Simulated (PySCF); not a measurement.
## C6H10OSSi: NMR shielding calculation

C6H10OSSi, SMILES C#C[C@@]1(CO[SiH3])C[C@H]1S, computed with GIAO KT2/6-31G* NMR shielding, non-relativistic, gas phase (PySCF 2.14.0).

The geometry comes from this level: GFN2-xTB. Figures and captions count atoms from 1; the log counts them from 0 in places.

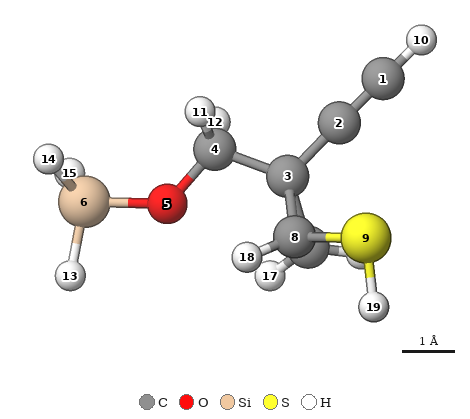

*The structure as given in the input (ball-and-stick view, seen at a tilt; atoms are numbered from 1 in the order of the input).*

Bond lengths as drawn: C–C 1.20 to 1.52 Å, C–H 1.05 to 1.10 Å, C–O 1.39 Å, C–S 1.80 Å, H–S 1.33 Å, H–Si 1.45 to 1.47 Å and O–Si 1.62 Å.

Input file:
```
{"job": {"xc": "KT2", "basis": "6-31G*", "kind": "nmr", "pop": false}, "charge": 0, "multiplicity": 1}
C     -2.275058    -2.082686     1.529725
C     -1.555137    -1.276749     1.013702
C     -0.706833    -0.300387     0.400599
C      0.690756    -0.822060     0.092941
O      1.455637     0.164307    -0.523878
Si     2.987134     0.091839    -1.051615
C     -1.332895     0.703390    -0.533548
C     -0.841698     1.145062     0.809192
S     -2.024358     1.581151     2.095687
H     -2.906335    -2.785400     1.984547
H      1.170110    -1.144147     1.027807
H      0.608423    -1.701582    -0.560644
H      3.097145     1.446325    -1.566666
H      3.909857    -0.203683     0.047301
H      3.139019    -0.946278    -2.074930
H     -2.400265     0.638879    -0.685283
H     -0.762908     1.005080    -1.399315
H      0.070756     1.723494     0.861829
H     -2.333155     2.772696     1.581142
```

The first line tells a small driver script what to run in PySCF; the rest is the geometry in Å.

Command:
```bash
OMP_NUM_THREADS=1 python <driver script> task.json out
```

What the program printed:
```
coarse grid: 17056 points
cycle   1  E = -1008.3574288982  dE =  1.239e+00  |g| = 8.315e-01  |ddm| = 4.642e+00
cycle   2  E = -1007.8958778309  dE =  4.616e-01  |g| = 1.688e+00  |ddm| = 3.075e+00
cycle   3  E = -1008.4975804964  dE = -6.017e-01  |g| = 2.367e-01  |ddm| = 2.418e+00
cycle   4  E = -1008.5106184648  dE = -1.304e-02  |g| = 7.800e-02  |ddm| = 4.408e-01
cycle   5  E = -1008.5111648446  dE = -5.464e-04  |g| = 6.642e-02  |ddm| = 1.485e-01
cycle   6  E = -1008.5122921043  dE = -1.127e-03  |g| = 1.661e-02  |ddm| = 7.742e-02
cycle   7  E = -1008.5123646187  dE = -7.251e-05  |g| = 3.065e-03  |ddm| = 2.377e-02
cycle   8  E = -1008.5123670670  dE = -2.448e-06  |g| = 7.895e-04  |ddm| = 4.963e-03
final grid: 155848 points
cycle   9  E = -1008.3313681032  dE = -1.187e-04  |g| = 1.414e-02  |ddm| = 8.864e-02
cycle  10  E = -1008.3312423812  dE =  1.257e-04  |g| = 2.706e-02  |ddm| = 4.560e-02
cycle  11  E = -1008.3314074585  dE = -1.651e-04  |g| = 5.751e-03  |ddm| = 3.331e-02
cycle  12  E = -1008.3314161266  dE = -8.668e-06  |g| = 1.667e-03  |ddm| = 6.906e-03
cycle  13  E = -1008.3314167879  dE = -6.613e-07  |g| = 2.842e-04  |ddm| = 2.034e-03
cycle  14  E = -1008.3314168090  dE = -2.109e-08  |g| = 6.904e-05  |ddm| = 5.192e-04
cycle  15  E = -1008.3314168102  dE = -1.165e-09  |g| = 1.855e-05  |ddm| = 1.254e-04
cycle  16  E = -1008.3314168102  dE = -8.049e-11  |g| = 5.415e-06  |ddm| = 3.038e-05
```

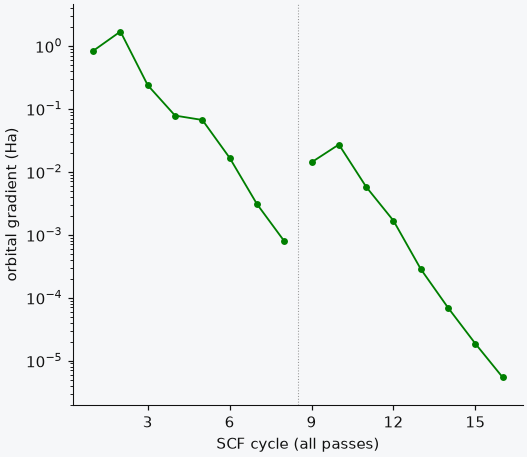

*Convergence of the self-consistent field: orbital gradient against the SCF cycle. The dotted line marks the change from a coarse to the final integration grid.*

The first 8 cycles use a coarse grid, the final grid takes over at cycle 9, and the field converges after 16 cycles in all.

```
converged SCF energy = -1008.3314168102

GIAO shielding tensors (ppm)
atom      isotropic    diamagn.    paramagn.     s11        s22        s33       span
  0 C      136.024     283.621    -147.597     67.895     78.781    261.395    193.500
  1 C      127.276     234.003    -106.728     41.989     49.291    290.547    248.557
  2 C      172.551     255.967     -83.417    143.628    157.900    216.124     72.497
  3 C      130.984     245.666    -114.682    107.939    118.941    166.073     58.134
  4 O      318.539     395.009     -76.470    279.395    336.732    339.490     60.095
  5 Si     423.339     883.174    -459.835    378.754    379.058    512.205    133.451
  6 C      170.474     255.350     -84.876    143.343    172.719    195.360     52.017
  7 C      171.687     255.883     -84.196    147.364    161.036    206.662     59.298
  8 S      590.088    1054.215    -464.126    441.184    538.055    791.025    349.840
  9 H       31.131      33.281      -2.150     25.700     26.093     41.600     15.900
 10 H       28.227      30.322      -2.095     23.231     29.723     31.728      8.497
 11 H       28.279      30.495      -2.217     22.841     29.718     32.278      9.437
 12 H       27.214      30.250      -3.036     22.887     25.820     32.935     10.048
 13 H       27.027      29.406      -2.380     23.372     25.221     32.488      9.116
 14 H       27.037      29.498      -2.460     23.384     25.149     32.578      9.194
 15 H       31.527      31.177       0.349     26.528     29.319     38.733     12.205
 16 H       30.827      32.270      -1.443     24.507     29.625     38.348     13.841
 17 H       29.789      32.575      -2.787     20.317     30.670     38.379     18.063
 18 H       30.650      28.350       2.300     22.896     28.771     40.283     17.386
```

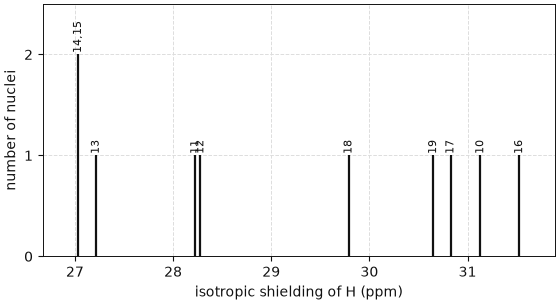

*Isotropic shieldings of the hydrogen nuclei in this fixed geometry, labelled by atom number; shielding grows to the right, so chemical shift grows to the left.*

The least shielded is H14 (27.0 ppm), the most shielded H16 (31.5 ppm).

Results in brief:

| quantity | value |
| --- | --- |
| outcome | converged |
| total energy | −1008.331417 hartree |
| HOMO | −5.31 eV |
| LUMO | −0.64 eV |
| dipole moment | 1.85 D |
| isotropic shielding, C | 127.3 to 172.6 ppm |
| isotropic shielding, O | 318.5 ppm |
| isotropic shielding, Si | 423.3 ppm |
| isotropic shielding, S | 590.1 ppm |
| isotropic shielding, H | 27.0 to 31.5 ppm |
| hardware | 1 CPU thread, shared host |
| wall time | 39 s |
| peak memory | 0.65 GiB |
